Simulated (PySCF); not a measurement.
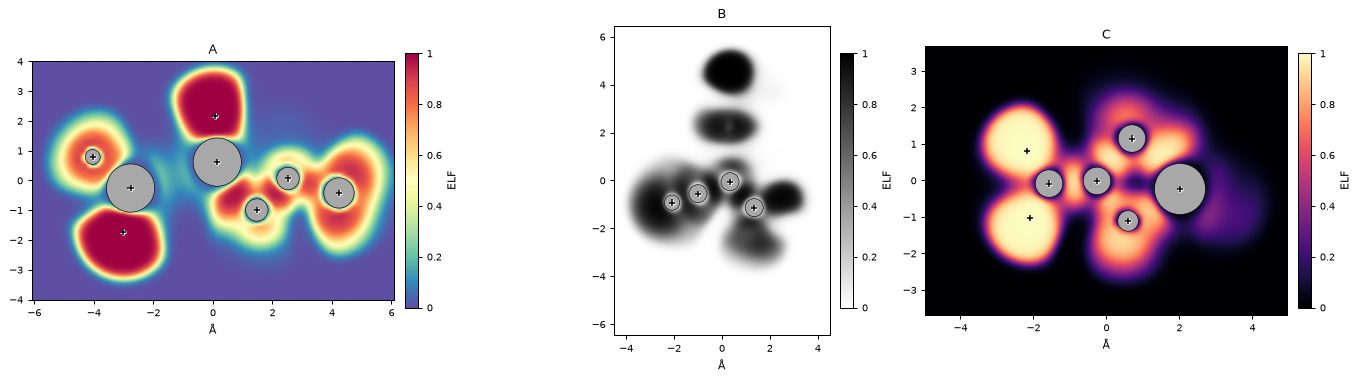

The ELF of 3 systems, each on a plane through atoms (crosses mark nuclei in the plane; grey discs cover the cores).

The calculation used PBE0/pcSseg-1, SCF density, gas phase, non-relativistic in PySCF 2.14.0.

System 1: C₅H₉NO₂Si (SMILES COC[C@]([SiH3])(C#N)C=O), the plane of atoms C6, C4 and C8. Geometry: GFN2-xTB.

```xyz
18

C     2.5484    0.5518   -0.3042
O     1.2189    0.2643    0.0519
C     0.5255   -0.5670   -0.8480
C    -0.9184   -0.5506   -0.3758
Si   -1.0501    1.0854    0.7095
C    -1.1943   -1.6344    0.5129
N    -1.3779   -2.5112    1.2245
C    -1.9382   -0.4170   -1.4400
O    -3.1142   -0.6266   -1.3235
H     2.5960    1.0773   -1.2652
H     2.9495    1.1888    0.4810
H     3.1408   -0.3671   -0.3703
H     0.9559   -1.5796   -0.8484
H     0.5959   -0.1643   -1.8711
H    -0.3348    0.8934    1.9585
H    -2.4866    1.2120    0.9628
H    -0.6087    2.1910   -0.1344
H    -1.5164   -0.0401   -2.3968
```

System 2: C₂H₄Al₂Cl₅F, the plane of atoms C5, Al4 and H12. Geometry: GFN2-xTB.

```yaml
atoms:
  - { symbol: F, position_ang: [4.1035, -0.5835, -1.0931] }
  - { symbol: Al, position_ang: [2.9831, -0.4892, 0.1097] }
  - { symbol: Cl, position_ang: [1.2558, -1.7672, -0.2219] }
  - { symbol: Al, position_ang: [0.0292, 0.0482, -0.3612] }
  - { symbol: C, position_ang: [-1.0799, 0.0927, 1.4044] }
  - { symbol: C, position_ang: [-2.2317, 0.3621, 0.4985] }
  - { symbol: Cl, position_ang: [-1.8004, 1.8069, -0.4248] }
  - { symbol: Cl, position_ang: [-2.2708, -0.9793, -0.6528] }
  - { symbol: Cl, position_ang: [-3.8490, 0.5777, 1.2078] }
  - { symbol: Cl, position_ang: [1.7784, 1.3180, 0.0285] }
  - { symbol: H, position_ang: [3.4195, -0.6756, 1.5447] }
  - { symbol: H, position_ang: [-0.0782, 0.1941, -1.8981] }
  - { symbol: H, position_ang: [-0.9829, 0.9094, 2.1293] }
  - { symbol: H, position_ang: [-1.2772, -0.8147, 1.9871] }
```

System 3: C₃H₆O₂Si, the plane of atoms C1, C2 and O6. Geometry: GFN2-xTB.

```yaml
atoms:
  - { symbol: C, position_ang: [1.9642, 0.9382, 0.1331] }
  - { symbol: C, position_ang: [0.7862, 0.3690, -0.0087] }
  - { symbol: C, position_ang: [0.2093, -0.9238, 0.5021] }
  - { symbol: Si, position_ang: [-1.2968, -0.4042, -0.5566] }
  - { symbol: O, position_ang: [-2.7453, -0.0338, 0.0588] }
  - { symbol: O, position_ang: [-0.2682, 0.9058, -0.7375] }
  - { symbol: H, position_ang: [2.1937, 1.8818, -0.3275] }
  - { symbol: H, position_ang: [2.7298, 0.4652, 0.7200] }
  - { symbol: H, position_ang: [0.7839, -1.7984, 0.2113] }
  - { symbol: H, position_ang: [0.0968, -0.9339, 1.5845] }
  - { symbol: H, position_ang: [-1.5946, -1.1150, -1.7792] }
  - { symbol: H, position_ang: [-2.8577, 0.6484, 0.7178] }
```

**Match each panel to its system.**

Panel A is system 2, C₂H₄Al₂Cl₅F: the plane holds F, Al, C, Cl and H. C–C (1.49 Å): the ELF peaks at about 0.95 between the atoms: a shared electron pair. Panel B is system 1, C₅H₉NO₂Si: the plane holds C and N. C–N (1.14 Å): the ELF peaks at about 0.85 between the atoms: a short, multiple covalent bond. Panel C is system 3, C₃H₆O₂Si: the plane holds C, Si, O and H. C–C (1.32 Å): the ELF peaks at about 0.90 between the atoms (a multiple bond).
